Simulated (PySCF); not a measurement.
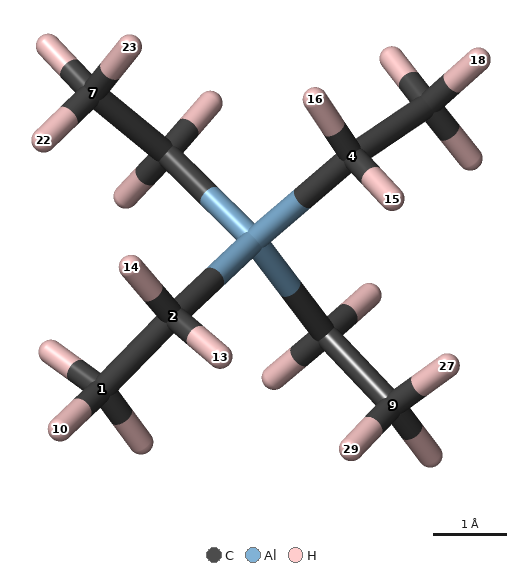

Starting structure of C8H20Al (charge −1). Style: stick. Shown face on.

The start comes from GFN2-xTB.

Level of theory: PySCF 2.14.0, density-fitted response routines, PBE0-D3(BJ)/def2-SVP geometry optimisation, gas phase.

```xyz
29

C     1.5329    2.5682   -0.0641
C     0.8633    1.5956    0.9117
Al    0.0140   -0.0541    0.0173
C    -0.9629   -1.1321    1.4767
C    -1.8130   -2.2918    0.9482
C     1.4516   -1.2233   -0.8806
C     2.6729   -1.5172   -0.0045
C    -1.3080    0.5320   -1.4450
C    -2.4315    1.4366   -0.9313
H     1.9732    3.4405    0.4372
H     2.3255    2.0635   -0.6157
H     0.8076    2.9315   -0.7913
H     0.1185    2.1660    1.4909
H     1.6183    1.3025    1.6595
H    -1.6204   -0.4897    2.0855
H    -0.2481   -1.5508    2.2042
H    -1.1936   -2.9869    0.3822
H    -2.3083   -2.8564    1.7494
H    -2.5848   -1.9199    0.2752
H     1.0275   -2.1914   -1.1948
H     1.8155   -0.7723   -1.8186
H     3.1732   -0.5884    0.2673
H     2.3657   -2.0065    0.9194
H     3.4088   -2.1643   -0.5001
H    -1.7760   -0.3346   -1.9403
H    -0.7963    1.0669   -2.2618
H    -3.0025    0.9239   -0.1578
H    -3.1298    1.7417   -1.7219
H    -2.0133    2.3390   -0.4860
```

> Where does the relaxation end?

The atom that moves furthest after the best rigid fit is H22 (0.20 Å). Largest moves by element: H 0.20 Å, C 0.11 Å, Al 0.04 Å. Some distances before and after: Al3–C4 2.061 → 2.038 Å, C7–H22 1.089 → 1.105 Å, C1–H11 1.090 → 1.105 Å, C1–H10 1.098 → 1.110 Å. Among the angles between lasting bonds that change: Al3–C8–H25 111.6° → 109.1°, Al3–C2–H13 111.3° → 109.2°. After 7 geometry steps the energy has fallen by 2.82 kcal/mol. Largest force component: 0.56 eV/Å at the start, 0.014 eV/Å at the end. The run took roughly 4 core-minutes on a shared host.

Final geometry:

```xyz
29

C     1.6119    2.5187   -0.1137
C     0.8572    1.6180    0.8616
Al   -0.0002   -0.0200    0.0057
C    -0.9602   -1.1010    1.4415
C    -1.7188   -2.3213    0.9253
C     1.4418   -1.1616   -0.8720
C     2.5976   -1.5520    0.0458
C    -1.3411    0.5730   -1.4089
C    -2.4939    1.4188   -0.8724
H     2.0798    3.4153    0.3450
H     2.4233    1.9681   -0.6233
H     0.9476    2.8881   -0.9158
H     0.0762    2.2087    1.3816
H     1.5452    1.2871    1.6656
H    -1.6587   -0.4354    1.9879
H    -0.2209   -1.4213    2.2035
H    -1.0442   -3.0218    0.4004
H    -2.2391   -2.9128    1.7080
H    -2.4886   -2.0331    0.1868
H     0.9721   -2.0779   -1.2838
H     1.8381   -0.6251   -1.7578
H     3.1153   -0.6597    0.4416
H     2.2387   -2.1095    0.9301
H     3.3773   -2.1842   -0.4290
H    -1.7482   -0.3223   -1.9207
H    -0.8079    1.1354   -2.2018
H    -3.0691    0.8719   -0.1035
H    -3.2271    1.7485   -1.6386
H    -2.1241    2.3354   -0.3782
```

The end point in the same view:

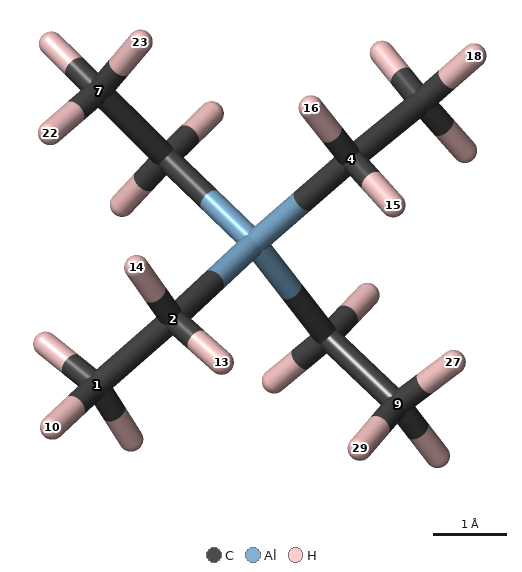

Limits of the set-up: the basis has no diffuse functions, which an anion needs.
